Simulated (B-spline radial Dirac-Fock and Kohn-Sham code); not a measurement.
Ce⁺, configuration [Xe] 4f1 5d2. Method: independent-particle rates on relativistic LDA orbitals of the hole state (multipoles to L = 3), energies from Dirac–Fock ΔSCF (computed with a B-spline radial atomic code).

Predict the main features of the following plot. X-ray emission lines that fill an L2 (2p1/2) hole, broadened by a Gaussian of 130 eV full width, as by a silicon detector. Multiplet splitting by the open shell is left out.

The strongest line is L2-M4 (Lβ1) at 5.2622 keV with 82.9 % of the photons, then L2-N4 (Lγ1) at 6.0525 keV (14 %), L2-M1 (Lη) at 4.7241 keV (2.2 %), L2-N1 at 5.8651 keV (0.52 %), L2-O4 at 6.1685 keV (0.25 %). The hole has a width of 3.47 eV and a fluorescence yield of 0.118.

The computed plot:

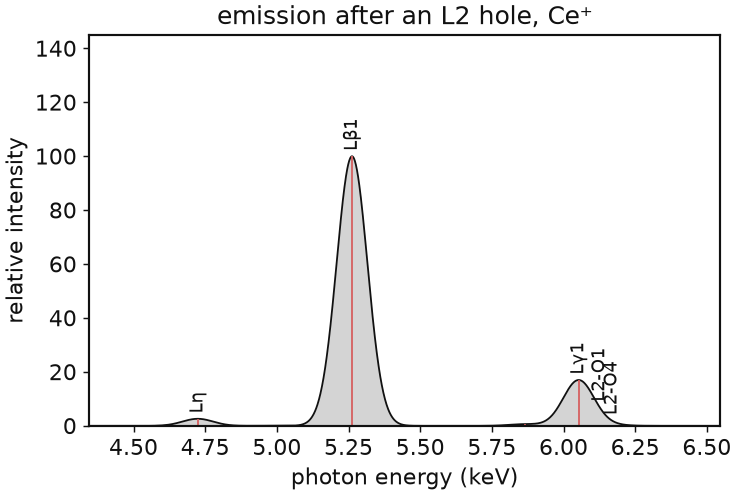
